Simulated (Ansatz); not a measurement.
# SiOF (quartet): the correlation ladder, cc-pVDZ

Aim: climb from Hartree-Fock through coupled cluster for SiOF (quartet) at one geometry and basis, and see what each rung misses.

Method: cc-pVDZ, core rule «outside noble gas», up to 7 orbitals frozen; program: Ansatz 0.2.0, Gaussian basis.

The runs, in order: UHF; CCSD(T) on ROHF; CCSD(T) on UHF; BCCD(T) on ROHF; CISD; CCSDT(Q) on ROHF; CCSDT(Q) on UHF.

23 further runs of the same task are left out: 4 for a known fault of the program, 8 that didn't finish, 11 set aside as unsound or not needed.

**1. The geometry**

The geometry is a PBE0/def2-TZVP stationary point (not a proven minimum) of the parent state, kept for this charge and spin.

3 atoms, charge 0, spin multiplicity 4.

Atoms are counted from 1 here; the program's logs count them from 0.

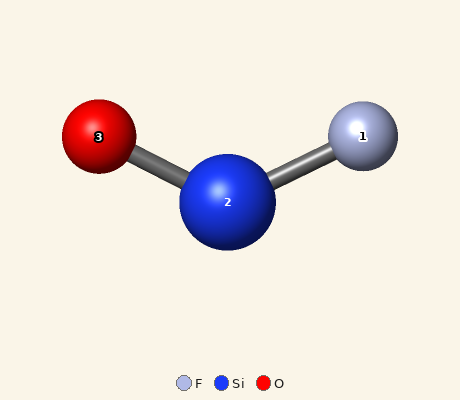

The structure; fluorine light blue, silicon blue, oxygen red; atoms are numbered from 1 in the order of the file.

Geometry (Å):

| atom | x (Å) | y (Å) | z (Å) |
| --- | --- | --- | --- |
| F1 | 0.0000 | -0.2796 | 1.3465 |
| Si2 | 0.0000 | 0.3829 | -0.0952 |
| O3 | 0.0000 | -0.3401 | -1.4318 |

In the tables R marks a restricted open-shell determinant and U an unrestricted one; energies count from the table's Hartree-Fock row.

**2. UHF**

Contents of in.yaml:

```yaml
crystal:
  periodic: [false, false, false]
  atoms:
    - {symbol: F, position_ang: [0.000000, -0.279589, 1.346482]}
    - {symbol: Si, position_ang: [0.000000, 0.382864, -0.095161]}
    - {symbol: O, position_ang: [0.000000, -0.340087, -1.431827]}
basis:
  gaussian: {orbitals: cc-pVDZ}
magnetization: {spin_polarized: true, initial_magnetization: 3}
hamiltonian: {xc: hf}
output: {orbitals: {seedname: orbitals}}
```

Command:

```console
$ ansatz run in.yaml --threads 1 --pin off --events-out ev --progress --plain --max-ram 2393MiB
```

The program printed:

```text
Functional definition: HF
  name "HF"
  cite "Fock, Z. Phys. 61, 126 (1930) doi:10.1007/BF01340294"
  parent pbe
  exchange = exact_x
  correlation = 0
443 factors; integrals over basis functions are off by at most 5.1e-4 eV
mean field evaluation 1: about -12600.0131 eV, gradient 1.7e1 eV
mean field evaluation 2: about -12600.0906 eV, gradient 1.7e1 eV
mean field evaluation 4: about -12601.9826 eV, gradient 3.3e0 eV
mean field evaluation 8: about -12602.1483 eV, gradient 3.8e-1 eV
mean field evaluation 16: about -12602.1600 eV, gradient 2.4e-5 eV
mean field evaluation 32: about -12602.3502 eV, gradient 2.3e-5 eV
mean field evaluation 64: about -12602.1598 eV, gradient 1.5e-1 eV
mean field evaluation 96: about -12602.1600 eV, gradient 3.8e-6 eV
mean field -12602.35023930 eV, -463.1278291144 hartree, gradient 4.3e-7 eV, S^2 3.757157; 2 other end points of the search recorded, 0 dependent functions left out
reference -12602.35023930 eV, -463.1278291144 hartree; 17, 14 occupied and 29, 32 virtual orbitals, 443 factors
Total energy: -12602.35023930 eV, -463.1278291144 hartree
```

Wall time 0.9 s (1 thread of Arm Neoverse V1, shared host).

From the report: ⟨S²⟩ of the determinant 3.757 (pure quartet: 3.75).

**3. CCSD(T) on ROHF**

in.yaml, as its differences from that of step 2:

```diff
@@ -8,4 +8,3 @@
   gaussian: {orbitals: cc-pVDZ}
-magnetization: {spin_polarized: true, initial_magnetization: 3}
-hamiltonian: {xc: hf}
-output: {orbitals: {seedname: orbitals}}
+magnetization: {spin_polarized: false, initial_magnetization: 3}
+correlation: {method: ccsd_t, electrons: outside_noble_gas}
```

Same command.

The program printed (excerpt; [...] marks lines left out):

```text
Functional definition: HF
  name "HF"
  cite "Fock, Z. Phys. 61, 126 (1930) doi:10.1007/BF01340294"
  parent pbe
[...]
443 factors; integrals over basis functions are off by at most 5.1e-4 eV
[...]
mean field -12602.20805999 eV, -463.1226041211 hartree, gradient 1.1e-6 eV, S^2 3.750000; 8 other end points of the search recorded, 0 dependent functions left out
[...]
determinant -12602.20805999 eV, -463.1226041211 hartree, with singles and doubles -12613.01702628 eV, -463.5198263059 hartree
determinant -12602.01760562 eV, -463.1156050522 hartree, with singles and doubles -12612.82341374 eV, -463.5127111762 hartree
determinant -12600.09235554 eV, -463.0448534166 hartree, with singles and doubles -12610.98599316 eV, -463.4451872152 hartree
determinant -12602.20805999 eV, -463.1226041211 hartree, with singles and doubles -12613.02052920 eV, -463.5199550356 hartree
determinant -12602.01760562 eV, -463.1156050522 hartree, with singles and doubles -12612.82647951 eV, -463.5128238410 hartree
[...]
7 core orbitals not correlated: weight in the atoms' cores, before any rotation towards them, 1.000 or more for the frozen orbitals, at most 0.000 for the correlated occupied ones
reference -12602.20805999 eV, -463.1226041211 hartree; 10, 7 occupied and 29, 32 virtual orbitals, 443 factors
second order -10.21253647 eV of doubles, -0.09732996 eV of singles
cycle   1  -10.81247292 eV  change   -3.7e-6 eV  update   2.0e-6
perturbative correction -0.19597077 eV, -0.0072017930 hartree
Total energy: -12613.21650368 eV, -463.5271569650 hartree
```

Wall time 7 s (1 thread of Arm Neoverse V1, shared host).

From the report: correlation -11.0084 eV; T1 0.020; largest double amplitude 0.03.

**4. CCSD(T) on UHF**

in.yaml, as its differences from that of step 3:

```diff
@@ -8,3 +8,3 @@
   gaussian: {orbitals: cc-pVDZ}
-magnetization: {spin_polarized: false, initial_magnetization: 3}
+magnetization: {spin_polarized: true, initial_magnetization: 3}
 correlation: {method: ccsd_t, electrons: outside_noble_gas}
```

The command is unchanged.

The program printed (excerpt; [...] marks lines left out):

```text
Functional definition: HF
  name "HF"
  cite "Fock, Z. Phys. 61, 126 (1930) doi:10.1007/BF01340294"
  parent pbe
[...]
443 factors; integrals over basis functions are off by at most 5.1e-4 eV
[...]
mean field -12602.35023930 eV, -463.1278291144 hartree, gradient 2.6e-6 eV, S^2 3.757157; 9 other end points of the search recorded, 0 dependent functions left out
determinant -12602.35023930 eV, -463.1278291144 hartree, with singles and doubles -12613.01995578 eV, -463.5199339630 hartree
determinant -12602.16000489 eV, -463.1208381288 hartree, with singles and doubles -12612.82673534 eV, -463.5128332425 hartree
determinant -12600.25406158 eV, -463.0507960041 hartree, with singles and doubles -12610.98853556 eV, -463.4452806467 hartree
determinant -12598.85195954 eV, -462.9992697044 hartree, with singles and doubles -12609.92335457 eV, -463.4061359674 hartree
determinant -12602.35023930 eV, -463.1278291144 hartree, with singles and doubles -12613.02326149 eV, -463.5200554454 hartree
determinant -12602.16000489 eV, -463.1208381288 hartree, with singles and doubles -12612.82972538 eV, -463.5129431246 hartree
7 core orbitals not correlated: weight in the atoms' cores, before any rotation towards them, 1.000 or more for the frozen orbitals, at most 0.000 for the correlated occupied ones
reference -12602.35023930 eV, -463.1278291144 hartree; 10, 7 occupied and 29, 32 virtual orbitals, 443 factors
second order -10.16883674 eV of doubles, -0.00000000 eV of singles
cycle   1  -10.67302803 eV  change   -5.8e-6 eV  update   4.0e-6
perturbative correction -0.19414008 eV, -0.0071345162 hartree
Total energy: -12613.21740741 eV, -463.5271901763 hartree
```

Wall time 7 s (1 thread of Arm Neoverse V1, shared host).

From the report: ⟨S²⟩ of the determinant 3.757 (pure quartet: 3.75); correlation -10.8672 eV; T1 0.017; largest double amplitude 0.03.

**5. BCCD(T) on ROHF**

in.yaml, as its differences from that of step 4:

```diff
@@ -8,3 +8,3 @@
   gaussian: {orbitals: cc-pVDZ}
-magnetization: {spin_polarized: true, initial_magnetization: 3}
-correlation: {method: ccsd_t, electrons: outside_noble_gas}
+magnetization: {spin_polarized: false, initial_magnetization: 3}
+correlation: {method: bccd_t, electrons: outside_noble_gas}
```

The command is unchanged.

The program printed (excerpt; [...] marks lines left out):

```text
Functional definition: HF
  name "HF"
  cite "Fock, Z. Phys. 61, 126 (1930) doi:10.1007/BF01340294"
  parent pbe
[...]
443 factors; integrals over basis functions are off by at most 5.1e-4 eV
[...]
mean field -12602.20805999 eV, -463.1226041211 hartree, gradient 1.1e-6 eV, S^2 3.750000; 8 other end points of the search recorded, 0 dependent functions left out
[...]
determinant -12602.20805999 eV, -463.1226041211 hartree, with singles and doubles -12613.01702628 eV, -463.5198263059 hartree
determinant -12602.01760562 eV, -463.1156050522 hartree, with singles and doubles -12612.82341374 eV, -463.5127111762 hartree
determinant -12600.09235554 eV, -463.0448534166 hartree, with singles and doubles -12610.98599316 eV, -463.4451872152 hartree
determinant -12602.20805999 eV, -463.1226041211 hartree, with singles and doubles -12613.02052920 eV, -463.5199550356 hartree
determinant -12602.01760562 eV, -463.1156050522 hartree, with singles and doubles -12612.82647951 eV, -463.5128238410 hartree
[...]
7 core orbitals not correlated: weight in the atoms' cores, before any rotation towards them, 1.000 or more for the frozen orbitals, at most 0.000 for the correlated occupied ones
reference -12602.20805999 eV, -463.1226041211 hartree; 10, 7 occupied and 29, 32 virtual orbitals, 443 factors
second order -10.21253647 eV of doubles, -0.09732996 eV of singles
cycle   1  -10.78606665 eV  change    2.6e-2 eV  update   1.1e-2
[...]
cycle   8  -10.78592241 eV  change    1.4e-5 eV  update   1.5e-5
perturbative correction -0.22602088 eV, -0.0083061142 hartree
Total energy: -12613.22000327 eV, -463.5272855727 hartree
```

It took 7.5 s on 1 thread of Arm Neoverse V1, shared host.

From the report: correlation -11.0119 eV; largest double amplitude 0.03.

**6. CISD**

in.yaml, as its differences from that of step 5:

```diff
@@ -9,2 +9,2 @@
 magnetization: {spin_polarized: false, initial_magnetization: 3}
-correlation: {method: bccd_t, electrons: outside_noble_gas}
+correlation: {active_space: {ras: {orbitals: [7, 3, 29], electrons: 17, max_holes: 2, max_particles: 2}, fixed_orbitals: true}}
```

The command is unchanged.

The program printed:

```text
Functional definition: HF
  name "HF"
  cite "Fock, Z. Phys. 61, 126 (1930) doi:10.1007/BF01340294"
  parent pbe
  exchange = exact_x
  correlation = 0
443 factors; integrals over basis functions are off by at most 5.1e-4 eV
mean field evaluation 1: about -12600.1147 eV, gradient 2.3e1 eV
mean field evaluation 2: about -12600.1818 eV, gradient 2.3e1 eV
mean field evaluation 4: about -12601.9574 eV, gradient 2.5e0 eV
mean field evaluation 8: about -12602.0129 eV, gradient 3.1e-1 eV
mean field evaluation 16: about -12602.0176 eV, gradient 1.7e-6 eV
mean field evaluation 32: about -12602.2081 eV, gradient 1.0e-5 eV
mean field evaluation 64: about -12602.1647 eV, gradient 1.5e0 eV
mean field -12602.20805999 eV, -463.1226041211 hartree, gradient 1.1e-6 eV, S^2 3.750000; 6 other end points of the search recorded, 0 dependent functions left out
reference -12602.20805999 eV, -463.1226041211 hartree; 17, 14 occupied and 29, 32 virtual orbitals, 443 factors
state -12612.19439735 eV, -463.4895952503 hartree
Total energy: -12612.19439735 eV, -463.4895952503 hartree
```

Run time: 20 s. Hardware: 1 thread of Arm Neoverse V1, shared host.

From the report: 272,835 determinants.

**7. CCSDT(Q) on ROHF**

in.yaml, as its differences from that of step 6:

```diff
@@ -9,2 +9,2 @@
 magnetization: {spin_polarized: false, initial_magnetization: 3}
-correlation: {active_space: {ras: {orbitals: [7, 3, 29], electrons: 17, max_holes: 2, max_particles: 2}, fixed_orbitals: true}}
+correlation: {method: ccsdt_q, electrons: outside_noble_gas}
```

Launched as before.

The program printed (excerpt; [...] marks lines left out):

```text
Functional definition: HF
  name "HF"
  cite "Fock, Z. Phys. 61, 126 (1930) doi:10.1007/BF01340294"
  parent pbe
[...]
794 factors; integrals over basis functions are off by at most 1.1e-7 eV
[...]
mean field -12602.20830193 eV, -463.1226130124 hartree, gradient 4.0e-6 eV, S^2 3.750000; 8 other end points of the search recorded, 0 dependent functions left out
[...]
determinant -12602.20830193 eV, -463.1226130124 hartree, with singles and doubles -12613.01728071 eV, -463.5198356560 hartree
determinant -12602.01785431 eV, -463.1156141915 hartree, with singles and doubles -12612.82367312 eV, -463.5127207084 hartree
determinant -12600.09259779 eV, -463.0448623191 hartree, with singles and doubles -12610.98625984 eV, -463.4451970157 hartree
determinant -12602.20830193 eV, -463.1226130124 hartree, with singles and doubles -12613.02078368 eV, -463.5199643876 hartree
determinant -12602.01785431 eV, -463.1156141915 hartree, with singles and doubles -12612.82673896 eV, -463.5128333757 hartree
7 core orbitals not correlated: weight in the atoms' cores, before any rotation towards them, 1.000 or more for the frozen orbitals, at most 0.000 for the correlated occupied ones
reference -12602.20830193 eV, -463.1226130124 hartree; 10, 7 occupied and 29, 32 virtual orbitals, 794 factors
second order -10.21256122 eV of doubles, -0.09732945 eV of singles
cycle   1  -10.48971033 eV  change   -1.8e-1 eV  update   8.6e-2
[...]
cycle  26  -11.03293066 eV  change   -9.4e-7 eV  update   1.2e-6
perturbative correction -0.02037693 eV, -0.0007488385 hartree
Total energy: -12613.26160953 eV, -463.5288145743 hartree
```

Wall time 92 s (1 thread of Arm Neoverse V1, shared host); peak memory 1.1 GiB.

From the report: correlation -11.0533 eV; T1 0.020; largest double amplitude 0.04.

**8. CCSDT(Q) on UHF**

in.yaml, as its differences from that of step 7:

```diff
@@ -8,3 +8,3 @@
   gaussian: {orbitals: cc-pVDZ}
-magnetization: {spin_polarized: false, initial_magnetization: 3}
+magnetization: {spin_polarized: true, initial_magnetization: 3}
 correlation: {method: ccsdt_q, electrons: outside_noble_gas}
```

Same command.

The program printed (excerpt; [...] marks lines left out):

```text
Functional definition: HF
  name "HF"
  cite "Fock, Z. Phys. 61, 126 (1930) doi:10.1007/BF01340294"
  parent pbe
[...]
794 factors; integrals over basis functions are off by at most 1.1e-7 eV
[...]
mean field -12602.35048032 eV, -463.1278379719 hartree, gradient 9.8e-7 eV, S^2 3.757157; 9 other end points of the search recorded, 0 dependent functions left out
determinant -12602.35048032 eV, -463.1278379719 hartree, with singles and doubles -12613.02021040 eV, -463.5199433200 hartree
determinant -12602.16025252 eV, -463.1208472292 hartree, with singles and doubles -12612.82699490 eV, -463.5128427815 hartree
determinant -12600.25430336 eV, -463.0508048894 hartree, with singles and doubles -12610.98878927 eV, -463.4452899704 hartree
determinant -12598.85223516 eV, -462.9992798333 hartree, with singles and doubles -12609.92364510 eV, -463.4061466441 hartree
determinant -12602.35048032 eV, -463.1278379719 hartree, with singles and doubles -12613.02351591 eV, -463.5200647952 hartree
determinant -12602.16025252 eV, -463.1208472292 hartree, with singles and doubles -12612.82998500 eV, -463.5129526656 hartree
7 core orbitals not correlated: weight in the atoms' cores, before any rotation towards them, 1.000 or more for the frozen orbitals, at most 0.000 for the correlated occupied ones
reference -12602.35048032 eV, -463.1278379719 hartree; 10, 7 occupied and 29, 32 virtual orbitals, 794 factors
second order -10.16886183 eV of doubles, -0.00000000 eV of singles
cycle   1  -10.35377816 eV  change   -1.8e-1 eV  update   8.5e-2
[...]
cycle  26  -10.89182026 eV  change   -6.8e-7 eV  update   1.2e-6
perturbative correction -0.02320857 eV, -0.0008528991 hartree
Total energy: -12613.26550915 eV, -463.5289578827 hartree
```

Wall time 79 s (1 thread of Arm Neoverse V1, shared host); peak memory 0.8 GiB.

From the report: ⟨S²⟩ of the determinant 3.757 (pure quartet: 3.75); correlation -10.9150 eV; T1 0.017; largest double amplitude 0.04.

**9. All levels against the top one**

The yardstick is UCCSDT(Q), where the cluster series has nearly closed. Rows without a time come out of other runs: HF, MP2 and CCSD of CCSD(T), CCSDT of CCSDT(Q).

Differences are taken before rounding.

| method | energy from the lowest RHF (kJ/mol) | from UCCSDT(Q) (kJ/mol) | time |
| --- | --- | --- | --- |
| RHF | 0.0 | +1066.9 |  |
| UHF | -13.7 | +1053.2 |  |
| RMP2 | -994.8 | +72.1 |  |
| UMP2 | -994.9 | +72.0 |  |
| CISD | -963.5 | +103.3 | 20 s |
| RCCSD | -1043.2 | +23.6 |  |
| UCCSD | -1043.5 | +23.4 |  |
| RCCSD(T) | -1062.2 | +4.7 | 7 s |
| UCCSD(T) | -1062.2 | +4.6 | 7 s |
| BCCD(T) | -1062.5 | +4.4 | 7.5 s |
| RCCSDT | -1064.5 | +2.3 |  |
| UCCSDT | -1064.6 | +2.2 |  |
| RCCSDT(Q) | -1066.5 | +0.4 | 92 s |
| UCCSDT(Q) | -1066.9 | 0 | 79 s |

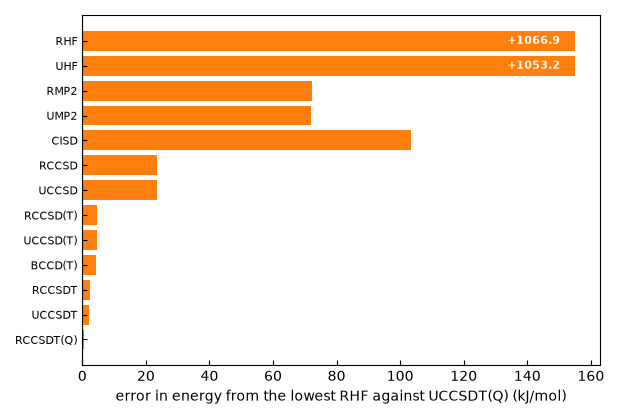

Deviations from UCCSDT(Q), method by method. Bars with a number in them are cut short.

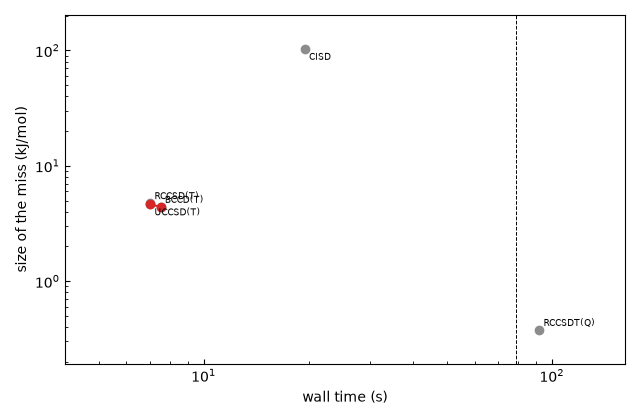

Miss against cost. Red marks the levels that no quicker level drawn beats (of those quicker than the yardstick), and the dashed line is the time of UCCSDT(Q). Times are from a shared host.

**10. Outcome**

| quantity | value |
| --- | --- |
| UCCSDT(Q) below the RHF energy | -11.0574 eV |
| RMP2 from UCCSDT(Q) | +72.1 kJ/mol |
| UMP2 from UCCSDT(Q) | +72.0 kJ/mol |
| RCCSD from UCCSDT(Q) | +23.6 kJ/mol |
| RCCSD(T) from UCCSDT(Q) | +4.7 kJ/mol |
| UCCSD(T) from UCCSDT(Q) | +4.6 kJ/mol |
| RCCSDT(Q) from UCCSDT(Q) | +0.4 kJ/mol |
| levels within 1 kcal/mol (43 meV) | RCCSDT, UCCSDT, RCCSDT(Q) |
| T1 diagnostic | 0.020 |

RCCSD(T) misses by +4.7 kJ/mol, 0.4 % of the correlation energy. These misses are within one basis, not against nature; the frozen cores of restricted and unrestricted runs differ, which can shift their rows.

BCCD(T) reaches 4.4 kJ/mol from the reference in 7.5 s, where UCCSDT(Q) took 79 s; the quickest level in the cost chart, UCCSD(T), takes 7 s and misses by 4.6 kJ/mol.
